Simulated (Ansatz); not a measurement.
**Single-point calculation, with input and output: MoO$_{2}$**

- system: MoO$_{2}$, multiplicity 3
- method: UKS PBE0-D4/def2-TZVP (Ansatz 0.2.0)

The geometry comes from this level: r2SCAN-D4/def2-TZVP.

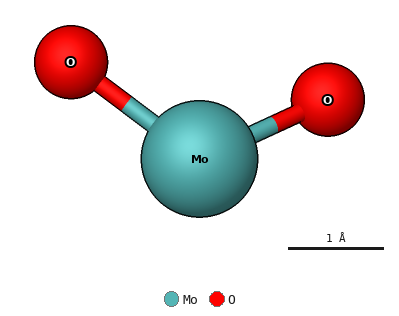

Figure 1. The input geometry (ball-and-stick view, seen at a tilt). Sticks mark near contacts. Bond lengths as drawn: Mo–O 1.69 Å.

**Input**
```yaml
crystal:
  periodic: [false, false, false]
  atoms:
    - {symbol: Mo, position_ang: [0.240574, -0.472958, 0.321927]}
    - {symbol: O, position_ang: [-1.422039, -0.264493, 0.075816]}
    - {symbol: O, position_ang: [1.181465, 0.737461, -0.397743]}
basis:
  gaussian: {orbitals: def2-TZVP, initial_orbitals: start.molden}
magnetization: {spin_polarized: true, initial_magnetization: 2}
hamiltonian: {xc: pbe0, dispersion: d4}
output: {orbitals: {seedname: orbitals}}
```

Launched with:
```bash
ansatz run in.yaml --threads 4 --pin off --events-out ev --progress --plain --max-ram 3916MiB
```

**What the program printed**
```
Functional definition: PBE0
  name "PBE0"
  cite "Adamo & Barone, J. Chem. Phys. 110, 6158 (1999) doi:10.1063/1.478522"
  cite "Perdew, Burke & Ernzerhof, Phys. Rev. Lett. 77, 3865 (1996) doi:10.1103/PhysRevLett.77.3865"
  parent pbe
  parameter a = 0.25
  parameter kappa = 0.804
  parameter beta = 0.06672455060314922
  exchange = (1 - a)*pbe_x(kappa = kappa, mu = beta*pi^2/3) + a*exact_x
  correlation = pbe_c(beta = beta)
680 factors; their error is unknown
mean field evaluation 1: about -5947.0683 eV, gradient 3.3e0 eV
mean field evaluation 2: about -5947.1183 eV, gradient 8.5e-2 eV
mean field evaluation 4: about -5947.2079 eV, gradient 2.2e-3 eV
mean field evaluation 8: about -5933.1067 eV, gradient 6.3e1 eV
mean field evaluation 16: about -5947.1178 eV, gradient 1.5e-1 eV
mean field evaluation 32: about -5946.8491 eV, gradient 3.4e0 eV
mean field -5947.20788198 eV, -218.5558585003 hartree, gradient 3.2e-5 eV, S^2 2.014703; 4 other end points of the search recorded, 0 dependent functions left out
reference -5947.20792419 eV, -218.5558600518 hartree; 16, 14 occupied and 86, 88 virtual orbitals, 680 factors
Total energy: -5947.25637364 eV, -218.5576405360 hartree
```

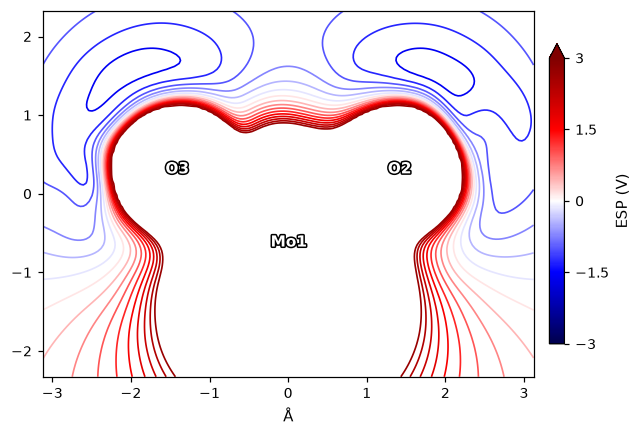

Figure 2. Molecular electrostatic potential on the molecular plane. Atoms in the plane: Mo and O.

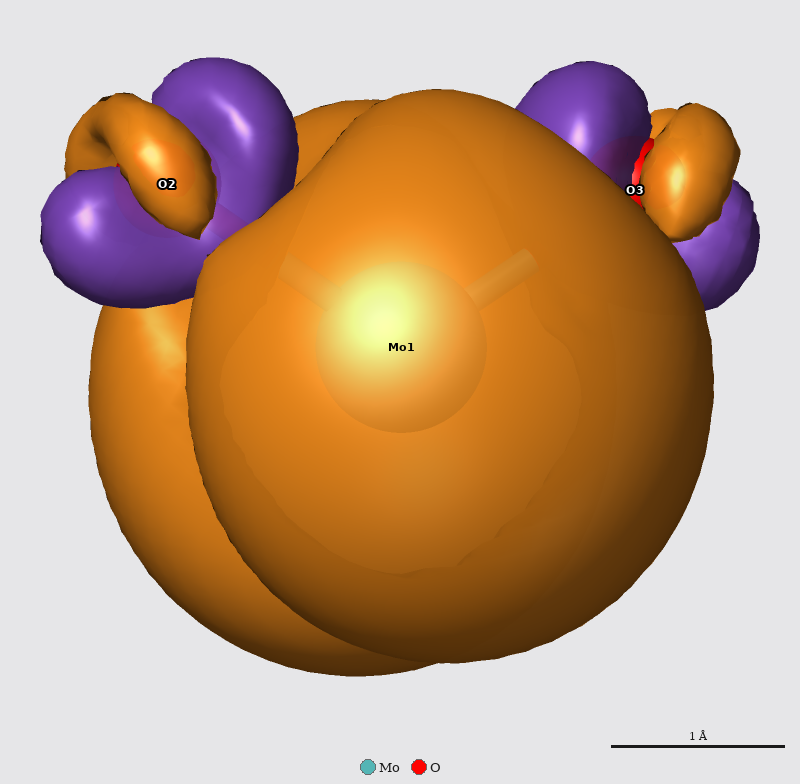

Figure 3. Isosurfaces of the spin density (α minus β) at +0.01 (orange) and −0.01 e/Å³ (purple), seen at a tilt. The unpaired spin (2 electrons) lies mostly on Mo1 (about 2.0), in electrons by Hirshfeld's partition.

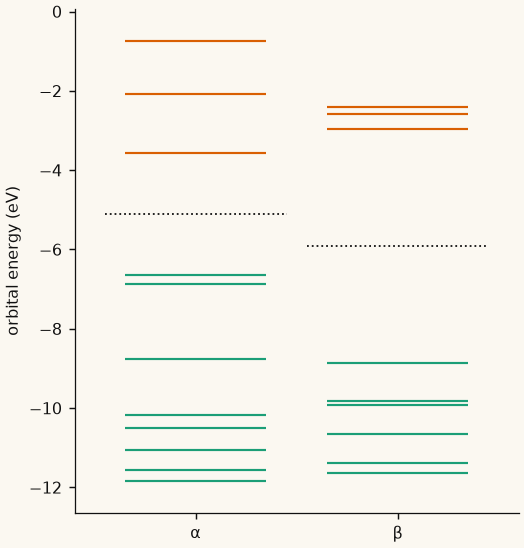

Figure 4. Orbital energies near the frontier for α and β spins; the dotted line parts filled from empty levels, and levels within 0.02 eV of each other stand side by side. α: highest filled −6.65 eV, lowest empty −3.58 eV, 3.07 eV apart; β: highest filled −8.87 eV, lowest empty −2.97 eV, 5.90 eV apart.

**Key numbers**

- outcome: converged
- total energy: −5947.2564 eV
- mean-field energy: −5947.2079 eV
- dispersion energy: −0.0484 eV
- ⟨S²⟩: 2.015
- SCF solution under orbital rotations: stable
- HOMO (either spin): −6.65 eV
- LUMO (either spin): −3.58 eV
- hardware: 4 threads of Arm Neoverse V1, 23 GiB of memory available, shared host
- wall time: 2 s (CPU time 7.2 s)
- peak memory: 0.23 GiB
